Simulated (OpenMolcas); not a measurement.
# CHF3O3S (SMILES O=S(=O)(O)C(F)(F)F): a chain of runs

Aim: a single-point energy (HF/ANO-RCC-MB), then the energy (CASSCF(2,2)/ANO-RCC-VDZP), then the energy along one coordinate (CASPT2(2,2)/ANO-RCC-VDZP), then an energy scan (SC-NEVPT2(2,2)/ANO-RCC-VDZP), then the energy along one coordinate (MC-PDFT[tPBE](2,2)/ANO-RCC-VDZP) of CHF3O3S. 

Program for the calculation: OpenMolcas 26.06.

**1. Starting point**

CHF3O3S has 9 atoms, charge 0, and is taken as a singlet. As SMILES, `O=S(=O)(O)C(F)(F)F`. The shape is that of a PBE0-D4/def2-TZVP optimisation. This is one conformer, not always the lowest.

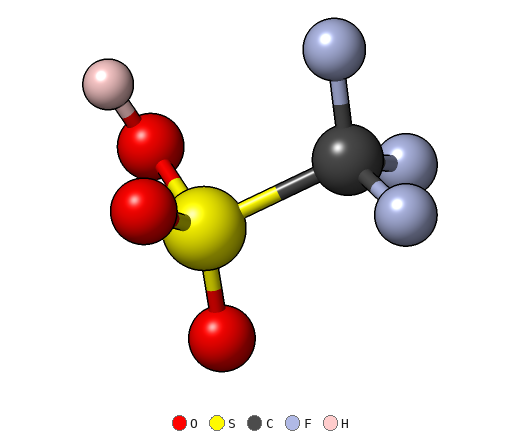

Viewed from a chosen angle; oxygen red, sulfur yellow, carbon dark grey, fluorine light blue, hydrogen pink.

**2. A single-point energy at HF/ANO-RCC-MB (DKH2) (run 1)**

File input.xyz:

```xyz
9

O      1.462890    -0.581870     0.985740
S      0.298500    -0.778940     0.194370
O      0.144480    -1.837650    -0.729970
O     -0.972740    -0.777950     1.128120
C      0.003130     0.796730    -0.725230
F     -0.076560     1.801740     0.138180
F      1.014380     1.004120    -1.547510
F     -1.120920     0.723830    -1.412290
H     -0.753170    -0.350000     1.968590
```

File step1.input:

```
&GATEWAY
Coord=input.xyz
Basis=ANO-RCC-MB
Group=NoSym
&SEWARD
&SCF
PrOrbitals=0
&LOCALISATION
Occupied
Freeze
Pipek-Mezey
&LOCALISATION
FileOrb=$Project.LocOrb
Virtual
Pipek-Mezey
```

On the command line:

```
$ export MOLCAS_MEM=1860
$ pymolcas step1.input > step1.log
```

The log of the run:

```text
--- Start Module: gateway ---
[...]
--- Stop Module: gateway /rc=_RC_ALL_IS_WELL_ ---
[...]
      Basis functions           45
[...]
       Convergence after  12 Iterations
[...]
::    Total SCF energy                               -959.4007924872
[...]
      Total spin, S                                     0.0000000000
[...]
      Total electronic charge=   74.000000
      Total            charge=   -0.000000
[...]
      Dipole Moment (debye):
      Origin of the operator (angstrom)=    0.1033    0.0015   -0.2132
                   X= -1.0621E+00               Y=  1.5010E+00               Z=  2.2777E+00           Total=  2.9273E+00
      Quadrupole Moment (debye*angstrom):
[...]
--- Start Module: localisation ---
[...]
--- Stop Module: localisation /rc=_RC_ALL_IS_WELL_ ---
--- Start Module: localisation ---
[...]
--- Stop Module: localisation /rc=_RC_ALL_IS_WELL_ ---
[...]
```

Run time: 11 s. Hardware: 1 thread of Intel Xeon Platinum 8259CL at 2.50GHz (Skylake/Cascade Lake), shared host; peak memory 0.4 GiB.

**3. A single-point energy at CASSCF(2,2)/ANO-RCC-VDZP (DKH2, RICD fitting) (run 2)**

input.xyz is that of step 2.

File step2.input:

```
* CHF3O3S CASSCF
&gateway
coord
input.xyz
basis
ANO-RCC-MB
group
NoSym
&seward
&rasscf
fileorb
$CurrDir/step1.LocOrb
alter
1
1 19 37
spin
1
nactel
2 0 0
inactive
36
ras2
2
orblisting
Nothing
>>> COPY $Project.RunFile RUNFIL1
>>> COPY $Project.RasOrb INPORB
&gateway
coord
input.xyz
basis
ANO-RCC-VDZP
group
NoSym
ricd
&seward
>>> COPY $Project.RunFile RUNFIL2
&expbas
&rasscf
fileorb
$Project.ExpOrb
spin
1
nactel
2 0 0
inactive
36
ras2
2
orblisting
Nothing
```

On the command line:

```
$ export MOLCAS_MEM=1860
$ pymolcas step2.input > step2.log
```

The log of the run:

```text
--- Start Module: gateway ---
[...]
      Basis functions           45
[...]
      Number of active orbitals                  2
[...]
      Spin quantum number                      0.0
[...]
      Active orbitals                            2
[...]
      Number of CSFs                             3
[...]
      Number of root(s) required                 1
[...]
      Convergence after 17 iterations
[...]
      printout of CI-coefficients larger than  0.05 for root  1
      energy=    -959.419913
      conf/sym  11     Coeff  Weight
             1  20   0.98852 0.97718
             3  02  -0.15106 0.02282
      Natural orbitals and occupation numbers for root  1
      sym 1:   1.954362   0.045638
      ************************************************************************************************************************
      *                                                    Final results                                                     *
[...]
::    RASSCF root number  1 Total energy:   -959.41991338
[...]
      Basis functions          121
[...]
      Convergence after 17 iterations
[...]
      Natural orbitals and occupation numbers for root  1
      sym 1:   1.974770   0.025230
      ************************************************************************************************************************
      *                                                    Final results                                                     *
[...]
::    RASSCF root number  1 Total energy:   -960.56706710
[...]
      Total electronic charge=   74.000000
      Total            charge=   -0.000000
[...]
      Dipole Moment (debye):
      Origin of the operator (angstrom)=    0.1033    0.0015   -0.2132
                   X= -1.4087E+00               Y=  1.6079E+00               Z=  2.0643E+00           Total=  2.9718E+00
      Quadrupole Moment (debye*angstrom):
[...]
```

It took 35 s on 1 thread of Intel Xeon Platinum 8259CL at 2.50GHz (Skylake/Cascade Lake), shared host; peak memory 0.4 GiB.

**4. The energy along one coordinate at CASPT2(2,2)/ANO-RCC-VDZP (DKH2, RICD fitting, ipea shift 0.25 Eh, pt2 variant SS) (run 3)**

File step3.inp:

```
* CHF3O3S CASPT2
>>> COPY $CurrDir/step2.RasOrb $Project.RasOrb
>>> ForEach K in (1, 2, 3, 4, 5, 6, 7, 8, 9)

&GATEWAY
  Coord
  $CurrDir/point$K.xyz
  Basis
  ANO-RCC-VDZP
  Group
  NoSym
  RICD

&SEWARD

&RASSCF
  FileOrb
  $Project.RasOrb
  Spin
  1
  Nactel
  2 0 0
  Inactive
  36
  Ras2
  2
  OrbListing
  Nothing

&CASPT2
  Imaginary
  0.2
  Frozen
  12
>>> EndDo
```

On the command line:

```
$ export MOLCAS_MEM=1860
$ pymolcas step3.inp > step3.log
```

The log of the run:

```text
[...]
      Basis functions          121
[...]
      Number of active orbitals                  2
[...]
      Spin quantum number                      0.0
[...]
      Active orbitals                            2
[...]
      Number of CSFs                             3
[...]
      Number of root(s) required                 1
[...]
      Convergence after 11 iterations
[...]
      printout of CI-coefficients larger than  0.05 for root  1
      energy=    -960.546960
      conf/sym  11     Coeff  Weight
             1  20   0.99659 0.99320
             3  02  -0.08246 0.00680
      Natural orbitals and occupation numbers for root  1
      sym 1:   1.986402   0.013598
      ************************************************************************************************************************
      *                                                    Final results                                                     *
[...]
::    RASSCF root number  1 Total energy:   -960.54695979
[...]
::    CASPT2 Root  1     Total energy:   -961.94960062
[...]
      Convergence after 11 iterations
[...]
      Natural orbitals and occupation numbers for root  1
      sym 1:   1.974781   0.025219
      ************************************************************************************************************************
      *                                                    Final results                                                     *
[...]
      Convergence after 11 iterations
[...]
      Convergence after  9 iterations
[...]
      Convergence after  7 iterations
[...]
::    RASSCF root number  1 Total energy:   -960.46409168
[...]
::    CASPT2 Root  1     Total energy:   -961.85570476
[...]
      Convergence after  7 iterations
[...]
::    RASSCF root number  1 Total energy:   -960.46411050
[...]
      Reference weight:           0.71937
[...]
::    CASPT2 Root  1     Total energy:   -961.85422175
[...]
```

Run time: 3.7 min. Hardware: 1 thread of Intel Xeon Platinum 8259CL at 2.50GHz (Skylake/Cascade Lake), shared host; peak memory 0.14 GiB.

The scan, from its lowest point:

| C5–S2 (Å) | energy (kJ/mol) |
| --- | --- |
| 1.663 | 47.0 |
| 1.848 | 0.0 |
| 2.033 | 20.1 |
| 2.310 | 89.2 |
| 2.680 | 178.5 |
| 3.142 | 247.5 |
| 3.696 | 281.3 |
| 4.436 | 293.5 |
| 5.544 | 297.4 |

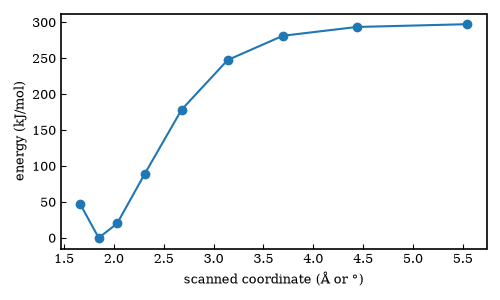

Energy along the scan.

**5. An energy scan at SC-NEVPT2(2,2)/ANO-RCC-VDZP (DKH2, RICD fitting, pt2 variant SC-NEVPT2) (run 4)**

File step4.input:

```
* CHF3O3S NEVPT2
>>> COPY $CurrDir/step2.RasOrb $Project.RasOrb
>>> ForEach K in (1, 2, 3, 4, 5, 6, 7, 8, 9)

&gateway
 coord = $CurrDir/point$K.xyz
 basis = ANO-RCC-VDZP
 group = NoSym
 ricd

&seward

&rasscf
 fileorb = $Project.RasOrb
 spin = 1
 nactel = 2 0 0
 inactive = 36
 ras2 = 2
 orblisting = Nothing

&caspt2
 sc-nevpt2
 frozen = 12
>>> EndDo
```

On the command line:

```
$ export MOLCAS_MEM=1860
$ pymolcas step4.input > step4.log
```

The log of the run:

```text
--- Start Module: gateway ---
[...]
      Basis functions          121
[...]
      Number of active orbitals                  2
[...]
      Spin quantum number                      0.0
[...]
      Active orbitals                            2
[...]
      Number of CSFs                             3
[...]
      Number of root(s) required                 1
[...]
      Convergence after 11 iterations
[...]
      printout of CI-coefficients larger than  0.05 for root  1
      energy=    -960.546960
      conf/sym  11     Coeff  Weight
             1  20   0.99659 0.99320
             3  02  -0.08246 0.00680
      Natural orbitals and occupation numbers for root  1
      sym 1:   1.986402   0.013598
      ************************************************************************************************************************
      *                                                    Final results                                                     *
[...]
::    RASSCF root number  1 Total energy:   -960.54695979
[...]
::    SC-NEVPT2 Root  1     Total energy:   -961.93614522
[...]
      Convergence after 11 iterations
[...]
      Natural orbitals and occupation numbers for root  1
      sym 1:   1.974781   0.025219
      ************************************************************************************************************************
      *                                                    Final results                                                     *
[...]
      Convergence after 11 iterations
[...]
      Convergence after  9 iterations
[...]
      Convergence after  7 iterations
[...]
::    RASSCF root number  1 Total energy:   -960.46409168
[...]
::    SC-NEVPT2 Root  1     Total energy:   -961.84642595
[...]
      Convergence after  7 iterations
[...]
::    RASSCF root number  1 Total energy:   -960.46411050
[...]
::    SC-NEVPT2 Root  1     Total energy:   -961.84493911
[...]
```

Run time: 3.3 min. Hardware: 1 thread of Intel Xeon Platinum 8259CL at 2.50GHz (Skylake/Cascade Lake), shared host; peak memory 0.14 GiB.

The scan, from its lowest point:

| C5–S2 (Å) | energy (kJ/mol) |
| --- | --- |
| 1.663 | 49.5 |
| 1.848 | 0.0 |
| 2.033 | 17.5 |
| 2.310 | 83.9 |
| 2.680 | 173.2 |
| 3.142 | 242.1 |
| 3.696 | 273.7 |
| 4.436 | 285.1 |
| 5.544 | 289.0 |

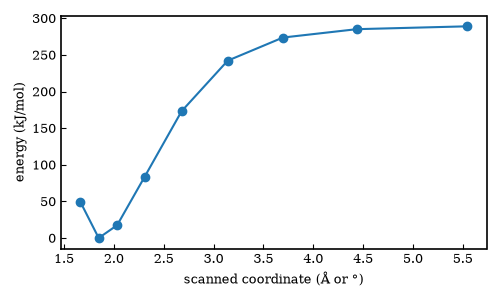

Energy along the scan.

**6. An energy scan at MC-PDFT[tPBE](2,2)/ANO-RCC-VDZP (DKH2, RICD fitting) (run 5)**

File step5.inp:

```
* CHF3O3S MC-PDFT
>>> COPY $CurrDir/step2.RasOrb $Project.RasOrb
>>> ForEach K in (1, 2, 3, 4, 5, 6, 7, 8, 9)

&GATEWAY
  Coord=$CurrDir/point$K.xyz
  Basis=ANO-RCC-VDZP
  Group=NoSym
  RICD

&SEWARD

&RASSCF
  FileOrb=$Project.RasOrb
  Spin=1
  Nactel=2 0 0
  Inactive=36
  Ras2=2
  OrbListing=Nothing

&MCPDFT
  KSDFT=T:PBE
>>> EndDo
```

On the command line:

```
$ export MOLCAS_MEM=1860
$ pymolcas step5.inp > step5.log
```

The log of the run:

```text
--- Start Module: gateway ---
[...]
      Basis functions          121
[...]
      Number of active orbitals                  2
[...]
      Spin quantum number                      0.0
[...]
      Active orbitals                            2
[...]
      Number of CSFs                             3
[...]
      Number of root(s) required                 1
[...]
      Convergence after 11 iterations
[...]
      printout of CI-coefficients larger than  0.05 for root  1
      energy=    -960.546960
      conf/sym  11     Coeff  Weight
             1  20   0.99659 0.99320
             3  02  -0.08246 0.00680
      Natural orbitals and occupation numbers for root  1
      sym 1:   1.986402   0.013598
      ************************************************************************************************************************
      *                                                    Final results                                                     *
[...]
::    RASSCF root number  1 Total energy:   -960.54695979
[...]
::    MCPDFT root number  1 Total energy:   -963.03633143
[...]
      Convergence after 11 iterations
[...]
      Natural orbitals and occupation numbers for root  1
      sym 1:   1.974781   0.025219
      ************************************************************************************************************************
      *                                                    Final results                                                     *
[...]
      Convergence after 11 iterations
[...]
      Convergence after  9 iterations
[...]
      Convergence after  7 iterations
[...]
::    RASSCF root number  1 Total energy:   -960.46409168
[...]
::    MCPDFT root number  1 Total energy:   -962.94285344
[...]
      Convergence after  7 iterations
[...]
::    RASSCF root number  1 Total energy:   -960.46411050
[...]
::    MCPDFT root number  1 Total energy:   -962.94230761
[...]
```

Wall time 3.2 min (1 thread of Intel Xeon Platinum 8259CL at 2.50GHz (Skylake/Cascade Lake), shared host); peak memory 0.085 GiB.

The scan, from its lowest point:

| C5–S2 (Å) | energy (kJ/mol) |
| --- | --- |
| 1.663 | 51.3 |
| 1.848 | 0.0 |
| 2.033 | 14.9 |
| 2.310 | 80.9 |
| 2.680 | 176.6 |
| 3.142 | 254.6 |
| 3.696 | 288.2 |
| 4.436 | 296.8 |
| 5.544 | 298.2 |

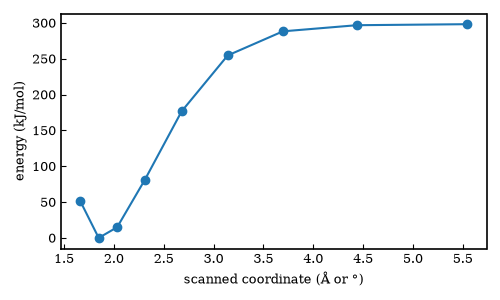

Energy along the scan.

**7. Outcome**

```
                                                         quantity          value
                               run 1, HF/ANO-RCC-MB: total energy  -959.40079 Eh
                              run 1, HF/ANO-RCC-MB: dipole moment         2.93 D
                                run 1, HF/ANO-RCC-MB: HOMO energy      -14.21 eV
                                run 1, HF/ANO-RCC-MB: LUMO energy        2.15 eV
                              run 1, HF/ANO-RCC-MB: HOMO–LUMO gap       16.36 eV
                    run 2, CASSCF(2,2)/ANO-RCC-VDZP: total energy  -960.56707 Eh
  run 2, CASSCF(2,2)/ANO-RCC-VDZP: dipole moment (CASSCF density)         2.97 D
       run 3, CASPT2(2,2)/ANO-RCC-VDZP: lowest energy of the scan  -961.96749 Eh
    run 4, SC-NEVPT2(2,2)/ANO-RCC-VDZP: lowest energy of the scan  -961.95502 Eh
run 5, MC-PDFT[tPBE](2,2)/ANO-RCC-VDZP: lowest energy of the scan  -963.05589 Eh
```
